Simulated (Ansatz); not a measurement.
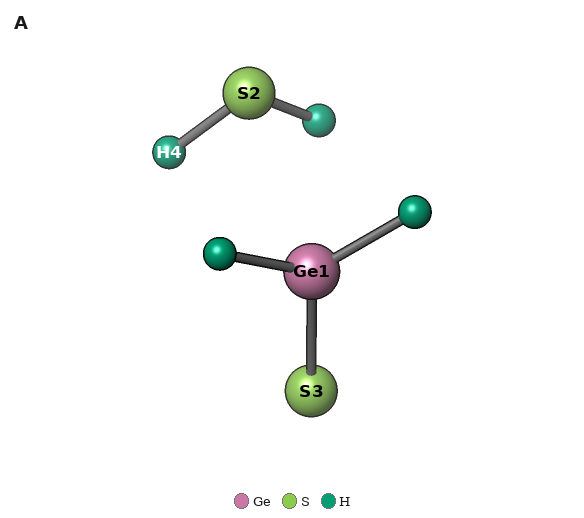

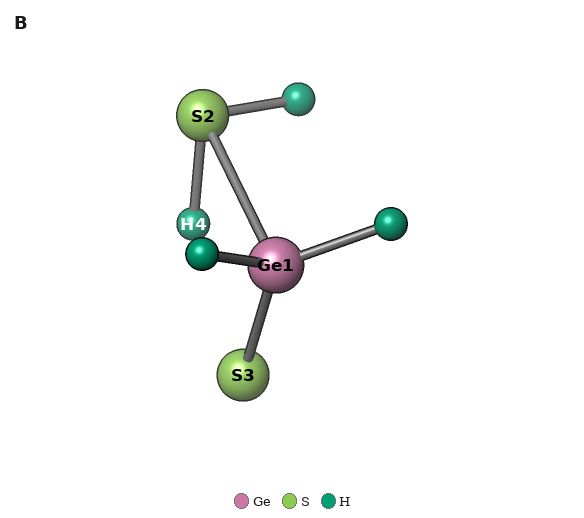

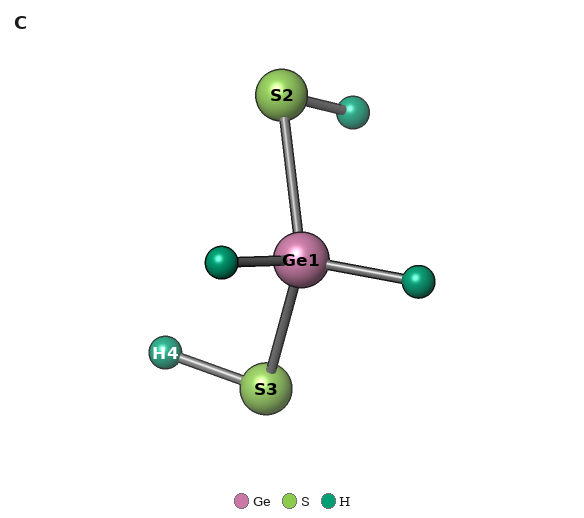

Three stationary points along one reaction path, in mixed order. Sticks follow a distance rule, so a partial bond may show as a full stick or not at all. Charge 0, singlet. Geometries: PBE0-D4/def2-TZVP; all other levels are single points on them, and energies count from the start as drawn. Program: Ansatz 0.2.0. In CBS estimates cores are frozen, and CCSD(T) − MP2 is taken in the smaller basis.

**Which panel shows the transition state?**

B.

**Which bonds form and which break from C to A?**

Formed: S2–H4; broken: Ge1–S2, S3–H4. At the saddle point S2···H4 is 1.47 Å, Ge1···S2 is 2.47 Å, S3···H4 is 2.01 Å.

Give the electronic barrier and the reaction energy from C to A in kJ/mol (no zero-point energy) with CCSD(T)/CBS (MP2 limit from def2-TZVPP and def2-QZVPP plus CCSD(T) − MP2); CAM-B3LYP-D4/def2-TZVPP; B97M-V/def2-TZVPP.

| level | barrier | reaction energy |
| --- | --- | --- |
| CCSD(T)/CBS (MP2 limit from def2-TZVPP and def2-QZVPP plus CCSD(T) − MP2) | 159.6 | +133.1 |
| CAM-B3LYP-D4/def2-TZVPP | 166.3 | +135.3 |
| B97M-V/def2-TZVPP | 154.8 | +127.8 |
